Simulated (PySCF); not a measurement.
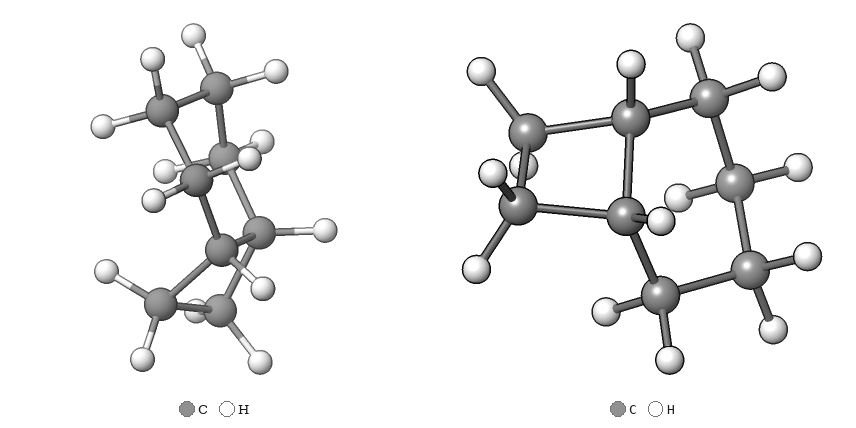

The same structure drawn twice, from different directions.

Computed geometry: PBE0-D3(BJ)/def2-SVP optimisation. No frequency run is at hand to confirm it as a minimum.

> Which formula does it have?

C₈H₁₄, 22 atoms: 8 carbon and 14 hydrogen.

> Describe its rings.

Independent rings (smallest set): 1 of 4 members, 1 of 6 members.

> Count the bonded pairs by element.

14 C–H, 9 C–C.

> Give a SMILES string for it.

C1CC[C@H]2CC[C@H]2C1

More results for the same structure follow; atom numbers are the same in all pictures, views and colours differ.

Geometry

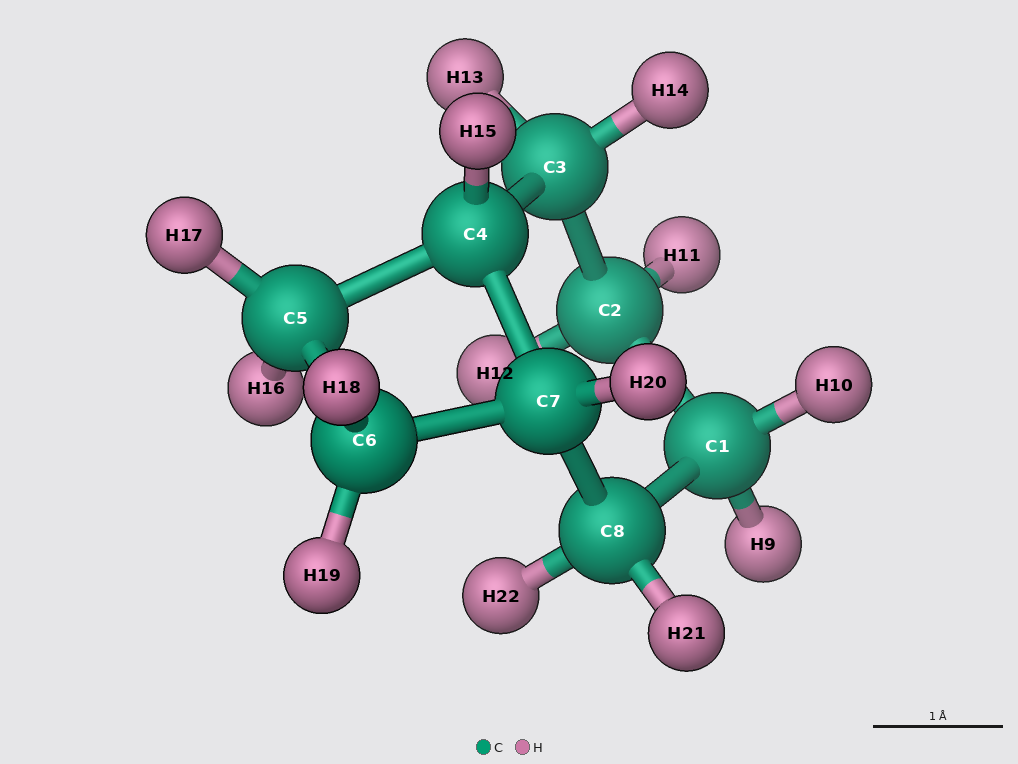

The atoms are numbered. No frequency run is at hand to confirm it as a minimum.

Give these bond angles: C1–C2–C3, C1–C8–C7, C1–C8–H21, C2–C1–C8, C2–C1–H10, C4–C3–H13, C4–C5–C6, C4–C5–H16, C4–C5–H17, C5–C4–H15, C8–C1–H9, C8–C1–H10.

```tsv
angle	degrees
C1–C2–C3	111.1
C1–C8–C7	112.6
C1–C8–H21	111.1
C2–C1–C8	110.4
C2–C1–H10	109.5
C4–C3–H13	109.9
C4–C5–C6	87.9
C4–C5–H16	112.0
C4–C5–H17	117.7
C5–C4–H15	107.9
C8–C1–H9	110.0
C8–C1–H10	110.0
```

Electronic properties

No frequency run is at hand to confirm it as a minimum. Level of theory: PBE0/pcSseg-1 in dimethylsulfoxide (IEF-PCM) (PySCF 2.14.0).

> Estimate the LUMO energy (Kohn–Sham orbital).

1.46 eV.

> What is the dipole moment?

0.20 D.

> Give the HOMO energy (Kohn–Sham orbital) at this level.

−7.78 eV.

Charges

The questions are on Mulliken charges. No frequency run is at hand to confirm it as a minimum. Method: PBE0/pcSseg-1 in dichloromethane (IEF-PCM) (PySCF 2.14.0).

> Which atom carries the highest charge (most positive or least negative)?

H21 (0.13 e).

> And the lowest?

C7 (−0.28 e).

Give the Mulliken charges atom by atom.

| atom | value (e) |
| --- | --- |
| C1 | −0.23 |
| C2 | −0.24 |
| C3 | −0.14 |
| C4 | −0.26 |
| C5 | −0.18 |
| C6 | −0.16 |
| C7 | −0.28 |
| C8 | −0.16 |
| H9 | 0.12 |
| H10 | 0.11 |
| H11 | 0.12 |
| H12 | 0.11 |
| H13 | 0.12 |
| H14 | 0.12 |
| H15 | 0.11 |
| H16 | 0.12 |
| H17 | 0.12 |
| H18 | 0.12 |
| H19 | 0.12 |
| H20 | 0.11 |
| H21 | 0.13 |
| H22 | 0.11 |

Ring current

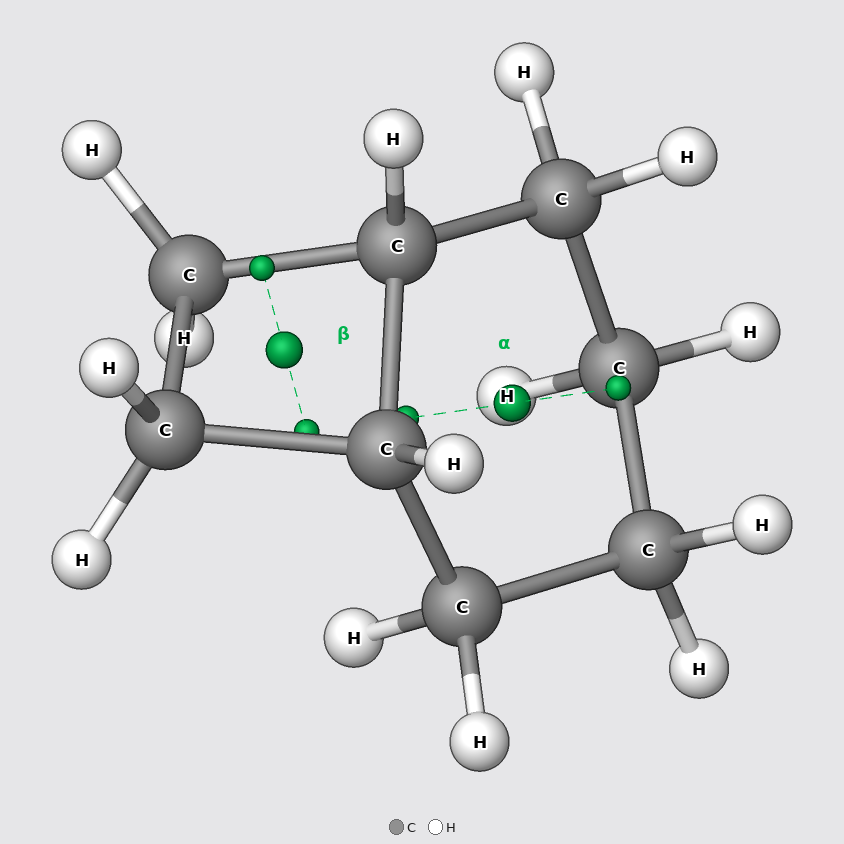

The small points mark where nucleus-independent chemical shifts (NICS) were computed: at the centre of each lettered ring and 1 Å above and below it. No frequency run is at hand to confirm it as a minimum. Method: GIAO PBE0/pcSseg-1 NMR shielding, non-relativistic, IEF-PCM dichloromethane (PySCF 2.14.0).

Give NICS(0), NICS(1) and the out-of-plane component NICS(1)zz for each ring (means of the two sides).

| ring | members | NICS(0) | NICS(1) | NICS(1)zz |
| --- | --- | --- | --- | --- |
| α | C6 | −2.1 | −2.1 | 1.9 |
| β | C4 | −3.2 | −2.0 | 1.9 |

Values in ppm.

> What do the values say about the ring currents?

Ring α: weak, as in a non-aromatic ring. NICS is one index among several.

Mulliken values depend strongly on the basis set and can even reverse the polarity of a bond.
